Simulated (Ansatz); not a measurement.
**Geometry relaxation, with input and output: GeH$_{3}$F$_{3}$ (part 2 of 2)**

GeH$_{3}$F$_{3}$; RHF/def2-SVP (Ansatz 0.2.0). The input holds or restrains some coordinates. It belongs to a series of runs on one base structure; here: pulled along the bonds that form and break, towards end B.

Geometry of the input (Å):
```
Ge 0.0000  0.0000  0.0000
F  0.0000  0.0000  2.0300
F  1.5842  0.0000  -0.5594
F  -0.7913  1.3709  -0.5594
H  -0.7300  -1.2648  -0.5162
H  -1.7556  0.0056  0.5833
H  -1.3158  0.0042  1.5287
```

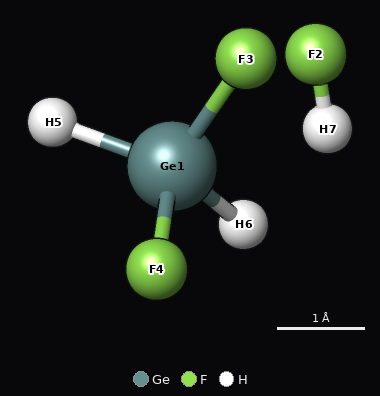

**Figure 1.** The geometry at step 10 of the log (ball-and-stick view, seen at a tilt; atoms are numbered from 1 in the order of the input).

## Trajectory as extended XYZ, continued
```
7
Properties=species:S:1:pos:R:3:forces:R:3 step=4 energy=-64623.64484
Ge   -0.2422   -0.0418   -0.3594   -1.0799   0.2189   1.0613
F    -0.2043    0.0035    2.3943    3.7024  -0.1319   1.7312
F     1.5023    0.0169   -0.5021   -1.6806   0.2045   0.7064
F    -0.7350    1.5390   -0.6978    1.1155   1.3789  -1.7999
H    -0.6791   -1.3994   -0.6444    0.9682  -1.8478  -2.0593
H    -1.6891   -0.0154    0.3286    0.7377   0.0287   1.8813
H    -0.9611    0.0131    1.9878   -3.7633   0.1488  -1.5209
7
Properties=species:S:1:pos:R:3:forces:R:3 step=5 energy=-64624.80665
Ge   -0.3175   -0.0368   -0.3677   -1.3842  -0.0807  -0.2394
F    -0.1519   -0.0045    2.4877   -0.4875  -0.0482  -0.4661
F     1.3951    0.0261   -0.4384   -0.4804   0.1563   0.7665
F    -0.6724    1.5874   -0.8437    0.6355  -0.3908  -0.9629
H    -0.6113   -1.4756   -0.8102    0.6322   0.1639  -1.1590
H    -1.6754   -0.0024    0.3912    0.6747   0.1361   1.4060
H    -0.9750    0.0217    2.0881    0.4098   0.0633   0.6550
7
Properties=species:S:1:pos:R:3:forces:R:3 step=6 energy=-64625.56123
Ge   -0.3985   -0.0449   -0.4033   -0.2328  -0.2098  -0.0794
F    -0.1005   -0.0308    2.4728   -1.5418   0.0743  -0.4080
F     1.3193    0.0353   -0.3152   -0.5323   0.0172   0.7331
F    -0.6310    1.5435   -1.0131    0.0019  -0.3159  -0.7728
H    -0.5454   -1.4577   -0.9929    0.0183   0.5150  -0.6912
H    -1.6517    0.0280    0.5044    0.7064  -0.0064   0.5183
H    -1.0008    0.0425    2.2543    1.5803  -0.0743   0.7000
7
Properties=species:S:1:pos:R:3:forces:R:3 step=7 energy=-64626.03979
Ge   -0.4357   -0.0488   -0.4204   -0.2605   0.2986  -0.1277
F    -0.0645   -0.0578    2.4490   -1.5511   0.1126  -0.0020
F     1.2475    0.0492   -0.1369   -0.2274  -0.0094   0.5141
F    -0.6288    1.4808   -1.1976   -0.1176  -0.6359  -0.3061
H    -0.5432   -1.3936   -1.1329   -0.1143   0.3572  -0.4402
H    -1.6024    0.0438    0.5927    0.6314   0.0068  -0.1149
H    -0.9815    0.0423    2.3532    1.6396  -0.1299   0.4768
7
Properties=species:S:1:pos:R:3:forces:R:3 step=8 energy=-64626.27920
Ge   -0.4239   -0.0405   -0.4299   -0.5155   0.2540  -0.0742
F    -0.0957   -0.1402    2.4435   -0.6999   0.0434   0.3827
F     1.2339    0.1047   -0.0642   -0.0576  -0.0263   0.2959
F    -0.6643    1.3787   -1.3659   -0.0429  -0.2149  -0.2427
H    -0.5667   -1.3412   -1.2017   -0.0052   0.1291  -0.1455
H    -1.4973    0.1287    0.6625    0.4310  -0.0587  -0.4752
H    -0.9945    0.0257    2.4626    0.8901  -0.1266   0.2591
7
Properties=species:S:1:pos:R:3:forces:R:3 step=9 energy=-64626.37611
Ge   -0.4378    0.0029   -0.4241   -0.3590   0.2483  -0.1457
F    -0.1009   -0.3099    2.4358   -0.5411   0.0419   0.3752
F     1.1979    0.1963    0.0155   -0.0504   0.0606   0.0866
F    -0.6798    1.2856   -1.5422   -0.0047  -0.1411   0.0011
H    -0.5675   -1.3244   -1.1427   -0.0065  -0.0237   0.0125
H    -1.4626    0.2680    0.6902    0.2766   0.0309  -0.5875
H    -0.9578   -0.0026    2.4744    0.6851  -0.2169   0.2579
7
Properties=species:S:1:pos:R:3:forces:R:3 step=10 energy=-64626.44086
Ge   -0.4312    0.0539   -0.4109   -0.3228   0.3170  -0.2280
F    -0.1531   -0.5002    2.4174   -0.7062   0.1902   0.2744
F     1.2032    0.3189   -0.0038   -0.0227   0.0674   0.0608
F    -0.7062    1.1913   -1.6770    0.0175  -0.2053   0.1841
H    -0.5686   -1.3370   -1.0000   -0.0067   0.0147   0.1136
H    -1.3959    0.4547    0.7162    0.2093   0.0465  -0.6390
H    -0.9567   -0.0657    2.4652    0.8317  -0.4304   0.2340
7
Properties=species:S:1:pos:R:3:forces:R:3 step=11 energy=-64626.41625 accepted=F
Ge   -0.4421    0.0872   -0.4045    0.0078  -0.4973   0.6233
F    -0.2042   -0.6842    2.3775   -2.0700   1.8801   0.2395
F     1.1831    0.4039    0.0183   -0.0803   0.0650   0.0406
F    -0.7097    1.1255   -1.7125   -0.1706   0.4743  -0.6445
H    -0.5555   -1.3463   -0.8977   -0.0180   0.1163   0.1151
H    -1.3997    0.5452    0.7063    0.1772   0.0497  -0.5242
H    -0.8804   -0.0153    2.4195    2.1539  -2.0881   0.1502
7
Properties=species:S:1:pos:R:3:forces:R:3 step=12 energy=-64626.47298
Ge   -0.4275    0.0782   -0.4034   -0.2794   0.2502  -0.0718
F    -0.1829   -0.5907    2.3978   -0.6339   0.2230   0.1973
F     1.2060    0.3767   -0.0128   -0.0212   0.0548   0.0393
F    -0.7189    1.1470   -1.7194    0.0044  -0.1382   0.1123
H    -0.5693   -1.3427   -0.9138    0.0011   0.0350   0.0973
H    -1.3686    0.5388    0.7218    0.1898   0.0410  -0.6218
H    -0.9473   -0.0914    2.4369    0.7391  -0.4658   0.2473
7
Properties=species:S:1:pos:R:3:forces:R:3 step=13 energy=-64626.50087
Ge   -0.4209    0.1031   -0.3962   -0.2579   0.1775   0.0650
F    -0.2237   -0.6788    2.3750   -0.5187   0.2340   0.1394
F     1.2126    0.4308   -0.0288   -0.0030   0.0533   0.0173
F    -0.7381    1.1009   -1.7574    0.0036  -0.0827   0.0680
H    -0.5657   -1.3423   -0.8273    0.0036   0.0398   0.0651
H    -1.3331    0.6165    0.7305    0.1632   0.0467  -0.6117
H    -0.9397   -0.1143    2.4111    0.6093  -0.4687   0.2570
7
Properties=species:S:1:pos:R:3:forces:R:3 step=14 energy=-64626.52749
Ge   -0.4093    0.1330   -0.3817   -0.2369   0.1364   0.1092
F    -0.3017   -0.8027    2.3422   -0.3871   0.3007   0.0774
F     1.2254    0.5030   -0.0603    0.0161   0.0386   0.0131
F    -0.7707    1.0362   -1.7951    0.0075  -0.0397   0.0588
H    -0.5520   -1.3359   -0.7146    0.0036   0.0289   0.0310
H    -1.2826    0.7140    0.7428    0.1382   0.0364  -0.5664
H    -0.9176   -0.1317    2.3737    0.4586  -0.5013   0.2770
7
Properties=species:S:1:pos:R:3:forces:R:3 step=15 energy=-64626.53779
Ge   -0.4006    0.1393   -0.3797   -0.2904   0.2007   0.2345
F    -0.4392   -0.9034    2.3056    0.0301  -0.0631   0.0854
F     1.2265    0.5623   -0.0808    0.0658  -0.0162   0.0204
F    -0.7991    1.0020   -1.8048   -0.0068  -0.0180  -0.0244
H    -0.5228   -1.3392   -0.6604    0.0201   0.0033  -0.0250
H    -1.2483    0.7443    0.7525    0.1172   0.0259  -0.5845
H    -0.8250   -0.0894    2.3746    0.0641  -0.1326   0.2936
7
Properties=species:S:1:pos:R:3:forces:R:3 step=16 energy=-64626.53808
Ge   -0.4077    0.1398   -0.3777   -0.1981   0.1851   0.1965
F    -0.4159   -0.8983    2.3113   -0.1484   0.2763   0.0845
F     1.2213    0.5512   -0.0635   -0.0049  -0.0038   0.0081
F    -0.7912    1.0028   -1.8072   -0.0030  -0.0031  -0.0003
H    -0.5271   -1.3361   -0.6690    0.0002  -0.0159  -0.0063
H    -1.2642    0.7446    0.7476    0.1209   0.0179  -0.5647
H    -0.8237   -0.0880    2.3656    0.2332  -0.4564   0.2822
```

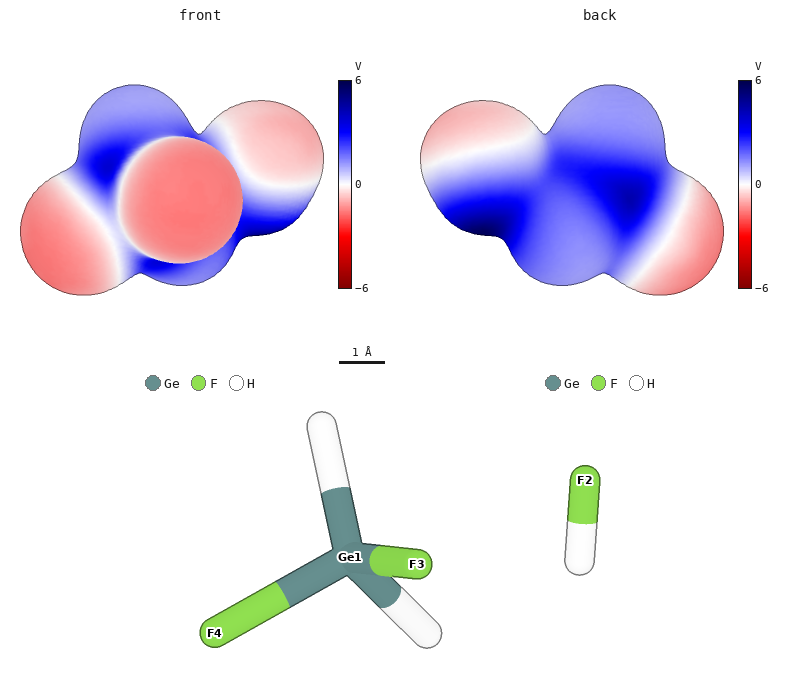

**Figure 2.** The electrostatic potential painted on the density surface at 0.004 e/bohr³, seen at a tilt and from behind; red is negative and blue positive. The bare structure is drawn below in the same view.

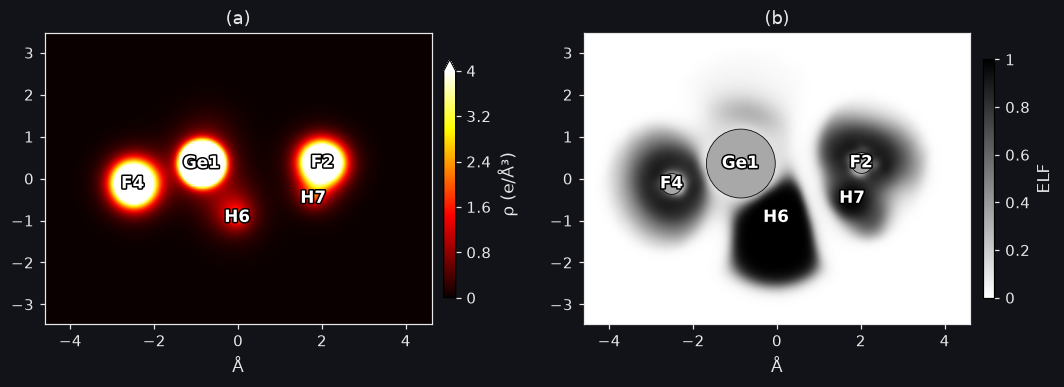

**Figure 3.** (a) total electron density; (b) ELF on the plane of atoms F4, Ge1 and H6. Grey discs, where drawn, cover atomic cores. The section cuts through Ge, F and H sites. Ge–F (1.71 Å): ρ is about 0.96 e/Å³ halfway; the ELF peaks at about 0.80 in the valence shell of F, 0.5 Å from its nucleus, and is about 0.25 at the midpoint. F–H (0.91 Å): ρ at the midpoint is about 4.8 e/Å³, with its minimum of 2.5 e/Å³ about 0.8 Å from F; the ELF climbs to about 1 towards the hydrogen, as it does in any bond to H; a covalent bond by its length. Ge–H (1.54 Å): ρ at the midpoint is about 1 e/Å³, with its minimum of 0.92 e/Å³ about 0.9 Å from Ge; the ELF climbs to about 1 towards the hydrogen.

## Key numbers

- outcome: converged under the restraints of the input
- total energy: −64626.5381 eV
- mean-field energy: −64626.5381 eV
- largest force (length of the vector) at the end, held atoms and coordinates included: 0.585 eV/Å
- hardware: 1 thread of Arm Neoverse V2, 24 GiB of memory available, shared host
- wall time: 28 s
- peak memory: 0.17 GiB
